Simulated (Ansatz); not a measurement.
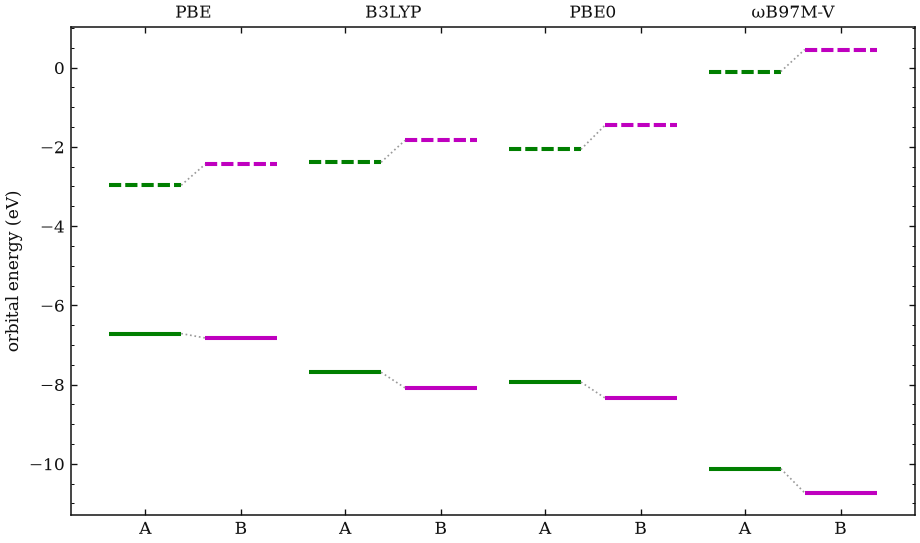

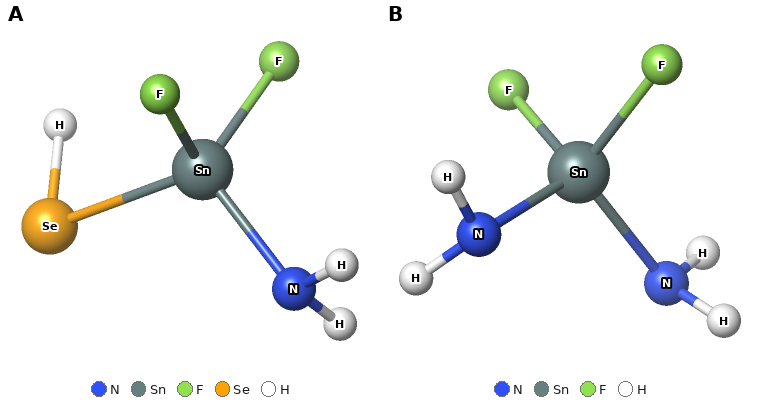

One change: A, SnNH₃SeF₂ (SMILES [NH2][Sn]([F])([F])[SeH]), becomes B, SnN₂H₄F₂ (SMILES [NH2][Sn]([NH2])([F])[F]). SeH on Sn is replaced by NH₂. HOMO (solid) and LUMO (dashed) computed in def2-TZVPP at PBE0-D4/def2-TZVP geometries, both minima by their frequencies, gas phase, the Ansatz code. Empty levels above zero depend strongly on the basis.

Question: What does the change do to HOMO and LUMO?

Answer: PBE: the HOMO falls by 0.11 eV, the LUMO rises by 0.53 eV, and the separation goes from 3.74 to 4.38 eV. B3LYP: the HOMO falls by 0.39 eV, the LUMO rises by 0.55 eV, and the separation goes from 5.30 to 6.25 eV. PBE0: the HOMO falls by 0.40 eV, the LUMO rises by 0.61 eV, and the separation goes from 5.87 to 6.88 eV. ωB97M-V: the HOMO falls by 0.61 eV, the LUMO rises by 0.56 eV, and the separation goes from 10.03 to 11.19 eV.

Question: Do the functionals agree on the effect?

Answer: They agree on the direction for both levels; the HOMO shift lies between −0.61 and −0.11 eV and the LUMO shift between 0.53 and 0.61 eV, while the separations themselves differ by up to 6.8 eV between functionals.

Note: core potentials past krypton; spin-orbit coupling is left out, and with Sn it can shift these values.
